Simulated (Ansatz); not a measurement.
# V3GaMo2: relaxing a made-up structure

Starting from a made-up structure for V3GaMo2, the aim is the relaxed cell, its shortest contacts and, where a second run follows, its electronic structure.

Main program and level: Ansatz 0.2.0; DFT, PBEsol, plane-wave PAW, files of the set soft_1, scalar-relativistic, ferromagnetic start, cell and ions relaxed at zero pressure; PAW set soft_1.

## 1. The starting structure

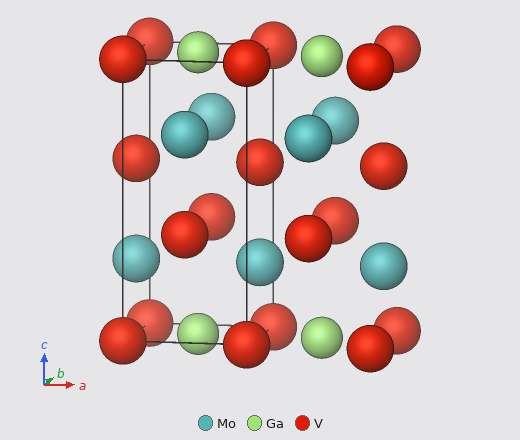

The starting structure, seen slightly off an axis (molybdenum teal, gallium green, vanadium red). 2×1×1 cells are drawn. Some periodic images of atoms are drawn too.

## 2. Relaxation of the guess

The guessed cell has no reason to be at equilibrium. It is relaxed with the atoms, within the space group of the guess.

input.yaml

```yaml
crystal:
  lattice:
    - [3.359, 0.0, 0.0]
    - [0.0, 3.359, 0.0]
    - [0.0, 0.0, 7.553]
  atoms:
    - { symbol: Mo, position: [0.0, 0.5, 0.2607], spin: 1.0 }
    - { symbol: Mo, position: [0.5, 0.0, 0.7393], spin: 1.0 }
    - { symbol: Ga, position: [0.5, 0.5, 0.0] }
    - { symbol: V, position: [0.0, 0.0, 0.0], spin: 2.0 }
    - { symbol: V, position: [0.0, 0.5, 0.6161], spin: 2.0 }
    - { symbol: V, position: [0.5, 0.0, 0.3839], spin: 2.0 }
magnetization:
  spin_polarized: true
kpoints:
  mp_grid: { grid: [8, 8, 4] }
scf:
  occupations: { method: fermi_dirac, width: 0.05 }
hamiltonian:
  xc: pbesol
  pseudopotentials: { kind: paw, azcp: { folder: soft_1 }, xc_functional: pbe }
relax:
  f_tol: 0.015
  max_steps: 70
  cell: {}
output:
  forces: true
  stress: true
```

Command:

```sh
$ ansatz run input.yaml --threads 4 --pin off --max-ram 10240MiB --backend cpu --events-out ev --progress --plain --runs-dir out
```

Numbers of over 12 decimals in the logs are rounded to 6 here.

The log of the run:

```text
Engine: ansatz 0.2.0, aarch64-unknown-linux-gnu
Pseudopotentials: kind: paw
Pseudopotential: Mo, paw, valence charge 14, recommended cutoff 420 eV (normal), soft_1/Mo.paw.azcp
Pseudopotential: Ga, paw, valence charge 13, recommended cutoff 420 eV (normal), soft_1/Ga.paw.azcp
Pseudopotential: V, paw, valence charge 13, recommended cutoff 420 eV (normal), soft_1/V.paw.azcp
Functional definition: PBEsol
  exchange = pbesol_x
  correlation = pbesol_c
Crystal: 6 atoms, lattice volume = 85.220 Å³
Basis set: ecut = 420 eV, 1657 PW (Γ), exchange–correlation on 48×48×108 points (8 copies of the dense FFT grid, shifted against one another)
Bands: 53, of which v1, the nominal top of the filled ones, is band 40 counted from 1 (39 counted from 0)
Symmetry: 8 space group operations
Space group: P-4m2 (ITA 115), of the structure as read, at distance tolerance 4.4e-5 Å
Magnetic group: BNS 115.283 (UNI 943), of the structure as read, at distance tolerance 4.4e-5 Å
k-points: 45 of 256 (time reversal used)
Non-local potential: Mo, projectors of the file, l = 0: 3, l = 1: 2, l = 2: 2, l = 3: 1
Non-local potential: Ga, projectors of the file, l = 0: 2, l = 1: 2, l = 2: 3, l = 3: 1
Non-local potential: V, projectors of the file, l = 0: 3, l = 1: 2, l = 2: 3, l = 3: 1
PAW form: soft (Blöchl's): semilocal exchange-correlation on the pseudo side does not see the compensation charge
PAW frozen core: Mo, regenerated for the run's functional, and the local potential with it (the file was generated under x = pbe(κ = 0.804, μ = 0.219515), c = pbe(β = 0.066725))
PAW frozen core: Ga, regenerated for the run's functional, and the local potential with it (the file was generated under x = pbe(κ = 0.804, μ = 0.219515), c = pbe(β = 0.066725))
PAW frozen core: V, regenerated for the run's functional, and the local potential with it (the file was generated under x = pbe(κ = 0.804, μ = 0.219515), c = pbe(β = 0.066725))
PAW one-centre angular grid: Mo, 590 points (default); XC on 64 Gauss nodes
PAW one-centre angular grid: Ga, 590 points (default); XC on 64 Gauss nodes
PAW one-centre angular grid: V, 590 points (default); XC on 64 Gauss nodes
Initial density: superposition of atomic densities (chi_scale 0.1, normalization cell)
Starting moments: Σ|m| = 8 μB on 5 of 6 sites
Initial wavefunctions: pseudopotential atomic-orbital guess
Functional: x = pbesol(κ = 0.804, μ = 0.123457), c = pbesol(β = 0.046)
SCF iter   1: F=—  HF=-22190.716749 eV  |F-HF|=—  |Δ(HF+E_count)|=         —  Δρ=7.74e-2 (↑7.74e-2 ↓3.80e-2)  dr2=5.41e0  dr2_m=1.68e0  M=4.072 μB ∫|m|=4.154 μB  β_m=0.30  ethr=3.10e-3  ⟨swp⟩=5.9  Hψ=14640  notcnv=0
Mixer restart at iter 1: flushing history
preconditioner: auto → Kerker (q_TF=auto, 2.700 Å⁻¹)  [metal: Δε(μ)=0.012 eV  Ē_g=8.137 eV  σ=0.050 eV  W_gap=0.06  n_scr=30 (ndim 8)  ℏωp=25.4 eV  f_vac=0.000  D(μ)=5.64/eV (n_scr^D=56)]
spin=Collinear: Kerker preconditioning applied to the charge; magnetization (m = ρ↑ − ρ↓) channel mixes plain (no charge-response kernel on spin).
SCF iter   2: F=—  HF=-22189.679061 eV  |F-HF|=—  |Δ(HF+E_count)|=    1.04e0  Δρ=5.34e-2 (↑5.34e-2 ↓3.31e-2)  dr2=2.61e0  dr2_m=9.78e-1  M=3.716 μB ∫|m|=3.814 μB  β_m=0.63  ethr=3.10e-3  ⟨swp⟩=2.6  Hψ=8118  notcnv=0  defer=292
SCF iter   3: F=—  HF=-22191.200068 eV  |F-HF|=—  |Δ(HF+E_count)|=    1.52e0  Δρ=1.79e-2 (↑1.76e-2 ↓1.79e-2)  dr2=1.48e-1  dr2_m=2.17e-1  M=2.274 μB ∫|m|=2.673 μB  β_m=0.75  ethr=3.10e-3  ⟨swp⟩=2.5  Hψ=8540  notcnv=0  defer=293
SCF iter   4: F=—  HF=-22191.941071 eV  |F-HF|=—  |Δ(HF+E_count)|=         —  Δρ=3.18e-2 (↑3.18e-2 ↓3.14e-2)  dr2=4.51e-2  dr2_m=7.69e-1  M=0.252 μB ∫|m|=0.629 μB  β_m=1.00  ethr=1.86e-4  ⟨swp⟩=2.7  Hψ=8378  notcnv=0  defer=216
Mixer restart at iter 4: flushing history
SCF iter   5: F=—  HF=-22191.799809 eV  |F-HF|=—  |Δ(HF+E_count)|=   1.41e-1  Δρ=8.59e-3 (↑8.59e-3 ↓4.09e-3)  dr2=7.46e-2  dr2_m=2.19e-2  M=0.083 μB ∫|m|=0.247 μB  β_m=0.75  ethr=6.25e-5  ⟨swp⟩=2.5  Hψ=8369  notcnv=0  defer=220
SCF iter   6: F=—  HF=-22191.820984 eV  |F-HF|=—  |Δ(HF+E_count)|=   2.12e-2  Δρ=4.29e-3 (↑4.29e-3 ↓3.51e-3)  dr2=1.77e-2  dr2_m=6.64e-3  M=0.041 μB ∫|m|=0.130 μB  β_m=0.69  ethr=6.25e-5  ⟨swp⟩=2.3  Hψ=9062  notcnv=0  defer=209
SCF iter   7: F=—  HF=-22191.806660 eV  |F-HF|=—  |Δ(HF+E_count)|=   1.43e-2  Δρ=2.59e-3 (↑2.59e-3 ↓1.92e-3)  dr2=6.47e-3  dr2_m=3.16e-3  M=0.027 μB ∫|m|=0.088 μB  β_m=0.75  ethr=2.21e-5  ⟨swp⟩=2.3  Hψ=7974  notcnv=0  defer=189
SCF iter   8: F=—  HF=-22191.804109 eV  |F-HF|=—  |Δ(HF+E_count)|=   2.55e-3  Δρ=1.12e-3 (↑1.12e-3 ↓6.31e-4)  dr2=5.64e-4  dr2_m=5.31e-4  M=0.012 μB ∫|m|=0.038 μB  β_m=0.76  ethr=8.08e-6  ⟨swp⟩=2.0  Hψ=8623  notcnv=0  defer=190
SCF iter   9: F=—  HF=-22191.803855 eV  |F-HF|=—  |Δ(HF+E_count)|=   2.54e-4  Δρ=5.33e-4 (↑1.51e-4 ↓5.33e-4)  dr2=4.72e-4  dr2_m=5.09e-5  M=0.004 μB ∫|m|=0.013 μB  β_m=0.88  ethr=7.06e-7  ⟨swp⟩=2.0  Hψ=8499  notcnv=0  defer=184
SCF iter  10: F=—  HF=-22191.803883 eV  |F-HF|=—  |Δ(HF+E_count)|=   2.73e-5  Δρ=1.88e-4 (↑1.88e-4 ↓1.16e-4)  dr2=1.30e-5  dr2_m=1.49e-5  M=0.002 μB ∫|m|=0.006 μB  β_m=0.94  ethr=5.90e-7  ⟨swp⟩=2.0  Hψ=7478  notcnv=0  defer=184
[...]
relax step   8: F+E_penalty+E_count = -22192.68868808 eV  Δ(F+E_penalty+E_count) = -1.875e-1 eV  max|allowed force component| = 4.787e-1 eV/Å  Δτ_max = 0.1919 Å  P = -1.043 GPa  Ω = 86.498 Å³  energy of the carried Pulay correction = -7.752e-4 eV  (11 SCF iters, dr2 threshold 6.00e-7 eV, accepted)
relax step   9: F+E_penalty+E_count = -22192.80712361 eV  Δ(F+E_penalty+E_count) = -1.184e-1 eV  max|allowed force component| = 9.979e-1 eV/Å  Δτ_max = 0.0838 Å  P = -1.335 GPa  Ω = 86.426 Å³  energy of the carried Pulay correction = -7.322e-4 eV  (12 SCF iters, dr2 threshold 6.00e-7 eV, accepted)
relax step  10: F+E_penalty+E_count = -22192.72546996 eV  Δ(F+E_penalty+E_count) = +8.165e-2 eV  max|allowed force component| = 1.150e0 eV/Å  Δτ_max = 0.1947 Å  P = -0.172 GPa  Ω = 86.407 Å³  energy of the carried Pulay correction = -7.204e-4 eV  (13 SCF iters, dr2 threshold 6.00e-7 eV, rejected (line search))
relax step  11: F+E_penalty+E_count = -22192.88291151 eV  Δ(F+E_penalty+E_count) = -7.579e-2 eV  max|allowed force component| = 5.082e-2 eV/Å  Δτ_max = 0.0787 Å  P = +1.446 GPa  Ω = 85.138 Å³  energy of the carried Pulay correction = +4.987e-5 eV  (17 SCF iters, accepted)
relax step  12: F+E_penalty+E_count = -22192.88102920 eV  Δ(F+E_penalty+E_count) = +1.882e-3 eV  max|allowed force component| = 6.031e-2 eV/Å  Δτ_max = 0.0122 Å  P = -1.788 GPa  Ω = 86.553 Å³  energy of the carried Pulay correction = -8.086e-4 eV  (12 SCF iters, dr2 threshold 6.00e-7 eV, rejected (line search))
relax step  13: F+E_penalty+E_count = -22192.88623542 eV  Δ(F+E_penalty+E_count) = -3.324e-3 eV  max|allowed force component| = 1.436e-2 eV/Å  Δτ_max = 0.0043 Å  P = +0.138 GPa  Ω = 85.702 Å³  energy of the carried Pulay correction = -2.941e-4 eV  (17 SCF iters, accepted)
relax step  14: F+E_penalty+E_count = -22192.88630324 eV  Δ(F+E_penalty+E_count) = -6.782e-5 eV  max|allowed force component| = 1.571e-3 eV/Å  Δτ_max = 0.0022 Å  P = -0.004 GPa  Ω = 85.765 Å³  energy of the carried Pulay correction = -3.322e-4 eV  (9 SCF iters, dr2 threshold 1.43e-7 eV, accepted)
relax step  15: F+E_penalty+E_count = -22192.88949544 eV  Δ(F+E_penalty+E_count) = -3.192e-3 eV  max|allowed force component| = 9.140e-4 eV/Å  Δτ_max = 0.0000 Å  P = +0.031 GPa  Ω = 85.765 Å³  stress off target by 6.10e-2 GPa  SCF on the basis re-selected at this cell (its energy is not comparable with the rows above)  (12 SCF iters)
relax step  16: F+E_penalty+E_count = -22192.88949956 eV  Δ(F+E_penalty+E_count) = -4.117e-6 eV  max|allowed force component| = 1.150e-4 eV/Å  Δτ_max = 0.0010 Å  P = +0.001 GPa  Ω = 85.778 Å³  energy of the carried Pulay correction = -9.788e-6 eV  (9 SCF iters, dr2 threshold 9.31e-9 eV, accepted)
relax step  17: F+E_penalty+E_count = -22192.88953017 eV  Δ(F+E_penalty+E_count) = -3.061e-5 eV  max|allowed force component| = 1.430e-4 eV/Å  Δτ_max = 0.0000 Å  P = +0.001 GPa  Ω = 85.778 Å³  stress off target by 1.55e-3 GPa  SCF on the basis re-selected at this cell (its energy is not comparable with the rows above)  (9 SCF iters)
basis re-selected at this cell: Δ(F+E_penalty+E_count) = -3.061e-5 eV, ΔP = -0.000 GPa vs the last step (what re-selecting the basis moved, of the pressure what is left beyond the Pulay correction that the steps carried, after the strain that the cell walked since its last selection, with what the two solves' SCF thresholds leave and, on support functions, any second-order correction that the steps lacked; it is no m [...]
SCF converged after 9 iterations
Magnetization: -0.0000 μB (40.0000 up, 40.0000 down)
Absolute magnetization: 0.0000 μB (∫|ρ↑−ρ↓|, with the PAW one-centre terms)
Spin contamination: 0.0000 ħ² per cell (⟨S²⟩ above its minimum at these occupations)
Per-site moments (μB) at R_I (Å): [(1.0431191497106094e-8, 1.045741), (1.0431191517604801e-8, 1.045741), (4.090022949793316e-10, 1.031223), (3.6455813453494774e-9, 1.031223), (-5.077920622593196e-8, 1.045741), (-5.0779206229510254e-8, 1.045741)]
Free energy (F): -22192.889530 eV
Harris-Foulkes:  -22192.889530 eV  (|F-HF|=1.46e-11)
Internal energy: -22192.842717 eV  (E = F + TS)
E sigma→0 (E₀):  -22192.866124 eV
Entropy (-TS):   -0.046813 eV (-7.802 meV/atom)
Fermi energy:    17.593338 eV
--- Per-component energies (eV) ---
  E_band       = -529.189180
  E_kinetic    = 1850.268126
  E_local      = -5802.381612  (includes V_loc(G=0)·N_el)
  E_nonlocal   = 463.208731
  E_hartree    = 2629.208364
  E_xc         = -758.379178
  E_vxc        = -933.050204  (∫ρ·V_xc dr)
  E_paw        = -11558.744096  (= ΣΔE_a)
  E_vpaw       = -1365.653813  (= ΣTr[D̂ρ^β])
  E_aug_tail   = 0.002932  (compensation charges beyond the density's cutoff)
  E_ewald      = -9017.756600
  E_core_change = 1.730617  (= ΣΔE_core)
  E_smearing   = -0.046813  (= −TS)
  E_closure    = 0.000000  (closes the sum)
  Σ components = -22192.889530   (vs F -22192.889530, Δ=0.00e0)
--- Forces (eV/Å), atoms counted from 1 ---
  atom   1  Mo    -0.00000000     0.00000000    -0.00009893
  atom   2  Mo    -0.00000000     0.00000000     0.00009893
  atom   3  Ga     0.00000000     0.00000000    -0.00000000
  atom   4  V      0.00000000     0.00000000    -0.00000000
  atom   5  V     -0.00000000     0.00000000    -0.00014299
  atom   6  V     -0.00000000     0.00000000     0.00014299
  max |Σ_I F_I| component: 1.08e-16 eV/Å
--- Stress (GPa, compression-positive) ---
        0.001552       0.000000      -0.000000
        0.000000       0.001552       0.000000
       -0.000000       0.000000      -0.001323
  P = ⅓ Tr σ = 0.0006 GPa (0.006 kbar)
--- Relaxed structure (15 steps of the walk, 13 accepted, 2 SCFs on fresh bases) ---
  F+E_penalty+E_count = -22192.88953017 eV   max|allowed force component| = 1.430e-4 eV/Å   (the final SCF, on the basis selected at the relaxed cell)
  cell:  # Å, volume = 85.7779 Å³
    - [3.535441, 0.0, 0]
    - [0.0, 3.535441, 0.0]
    - [0, 0.0, 6.862595]
  atoms:
    - { symbol: Mo, position: [0, 0.500000, 0.341869] }
    - { symbol: Mo, position: [0.500000, 0.0, 0.658131] }
    - { symbol: Ga, position: [0.500000, 0.500000, 6.124625008965291e-19] }
    - { symbol: V, position: [0, 0.0, 6.124625008965291e-19] }
    - { symbol: V, position: [0, 0.500000, 0.719472] }
    - { symbol: V, position: [0.500000, 0.0, 0.280528] }
```

Elapsed: 4.8 min, on 4 threads of Arm Neoverse V1, shared host; peak memory 0.59 GiB.

The steps of the relaxation:

| step | energy less that of the first step (eV) | largest force component (eV/Å) | pressure (GPa) | volume (Å³) |
| --- | --- | --- | --- | --- |
| 1 | 0.0000 | 0.8210 | 9.70 | 85.22 |
| 2 | -0.1526 | 0.2632 | -2.30 | 90.26 |
| 3 | -0.2090 | 0.2810 | -1.49 | 89.66 |
| 4 | -0.2954 | 0.2304 | 0.21 | 88.18 |
| 5 | -0.3507 | 0.3726 | 0.48 | 87.68 |
| 6 | -0.5007 | 1.0150 | 1.00 | 86.84 |
| 7 | -0.6973 | 1.0504 | 2.22 | 85.71 |
| 8 | -0.8848 | 0.4787 | -1.04 | 86.50 |
| 9 | -1.0032 | 0.9979 | -1.33 | 86.43 |
| 10 | -0.9216 | 1.1499 | -0.17 | 86.41 |
| 11 | -1.0790 | 0.0508 | 1.45 | 85.14 |
| 12 | -1.0771 | 0.0603 | -1.79 | 86.55 |
| 13 | -1.0823 | 0.0144 | 0.14 | 85.70 |
| 14 | -1.0824 | 0.0016 | 0.00 | 85.76 |
| 15* | -1.0856 | 0.0009 | 0.03 | 85.76 |
| 16 | -1.0856 | 0.0001 | 0.00 | 85.78 |
| 17* | -1.0856 | 0.0001 | 0.00 | 85.78 |

Relaxation steps marked * repeat the geometry before them on a plane-wave basis chosen anew for their cell, so energy and pressure can jump there. Relaxation steps 10, 12 were tried and not accepted.

Forces are held to the 8 operations that the run works with; a distortion that breaks them can't arise in this run.

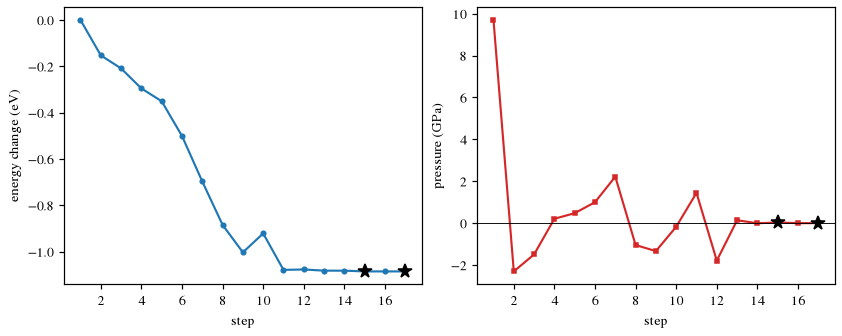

Energy and pressure along the relaxation. Stars mark steps on a basis chosen anew.

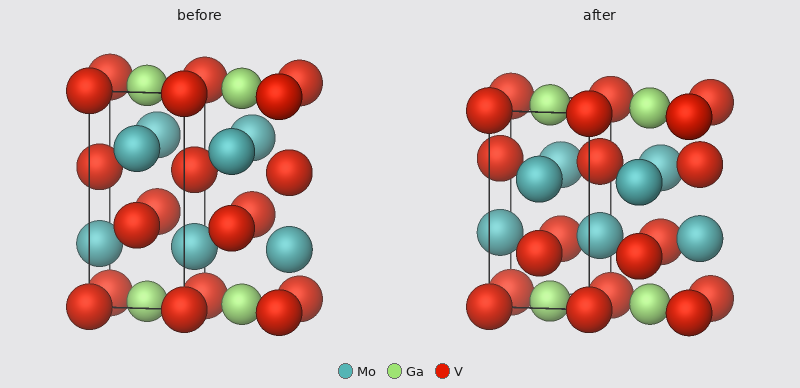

The structure before and after the relaxation, drawn at the same scale.

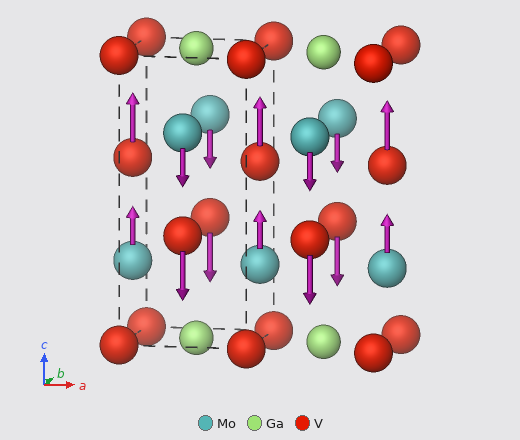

Displacements in the relaxation, exaggerated, measured against the changing cell; the longest in the cell stands for 0.71 Å. 2×1×1 cells are drawn. Some periodic images of atoms are drawn too.

| conventional cell, symmetrised | before | after | change |
| --- | --- | --- | --- |
| a (Å) | 3.359 | 3.535 | +5.3 % |
| b (Å) | 3.359 | 3.535 | +5.3 % |
| c (Å) | 7.553 | 6.863 | -9.1 % |
| volume (Å³/atom) | 14.20 | 14.30 | +0.7 % |

The atoms that moved most (Å, as changes of fractional coordinates times the final cell):

| atom | dx | dy | dz | length |
| --- | --- | --- | --- | --- |
| V6 | 0.000 | 0.000 | -0.709 | 0.709 |
| V5 | 0.000 | 0.000 | 0.709 | 0.709 |
| Mo2 | 0.000 | 0.000 | -0.557 | 0.557 |
| Mo1 | 0.000 | 0.000 | 0.557 | 0.557 |

The relaxed structure:

```xyz
6
Lattice="3.5354 0.0000 0.0000 0.0000 3.5354 0.0000 0.0000 0.0000 6.8626" Properties=species:S:1:pos:R:3 pbc="T T T"
Mo    0.0000    1.7677    2.3461
Mo    1.7677    0.0000    4.5165
Ga    1.7677    1.7677    0.0000
V     0.0000    0.0000    0.0000
V     0.0000    1.7677    4.9374
V     1.7677    0.0000    1.9251
```

Numbers from this step:

```
free energy             : -22192.8895 eV
energy at zero smearing : -22192.8661 eV
smearing term TS        : 0.04681 eV
Fermi energy            : 17.59 eV
electrons               : 80
symmetry operations     : 8
pressure                : 5.93e-4 GPa
```

Shortest distances by pair of elements, guess and relaxed (not always the same contact):

| pair | guess (Å) | relaxed (Å) |
| --- | --- | --- |
| Ga–V | 2.375 | 2.500 |
| Mo–V | 2.551 | 2.535 |
| V–V | 2.953 | 2.614 |
| Ga–Mo | 2.588 | 2.938 |
| Mo–Mo | 3.359 | 3.311 |

The relaxation ends with a largest force component of 1.4e-4 eV/Å and a pressure of 0.00 GPa. No moment survives the cycle: this start ends non-magnetic.

## 3. Results

| Quantity | Value |
| --- | --- |
| space group, relaxed | P-4m2 |
| conventional cell | a = 3.535, b = 3.535, c = 6.863 Å; α = 90.0°, β = 90.0°, γ = 90.0° |
| volume per atom | 14.30 Å³ (guess 14.20) |
| total moment | 0.00 μB in the cell of 6 atoms |

**Reading.** V3GaMo2 relaxes to P-4m2 with a = 3.535, b = 3.535 and c = 6.863 Å. The guessed volume was near the relaxed one. The space group P-4m2 was held in the relaxation, so the end point is a stationary structure within it and may be a saddle against distortions or other arrangements. The moments died out from this one start and weren't seeded again at the relaxed cell. Mesh and cutoff weren't tested. A vector of the cell changed its length by 9 %, more than the volume shows. No dispersion term is used, so weakly bound directions may come out too long. Nothing here tests whether the compound is stable against decomposition.

[Logs are printed without paths, hosts, clocks, repeated set-up lines and the standing remarks that a program may print on its own settings, such as how far it seeks lower states.]

[Hosts, paths, dates, database ids (printed as entryN), source tags and the programs' standing remarks are cut or masked in the printed files.]
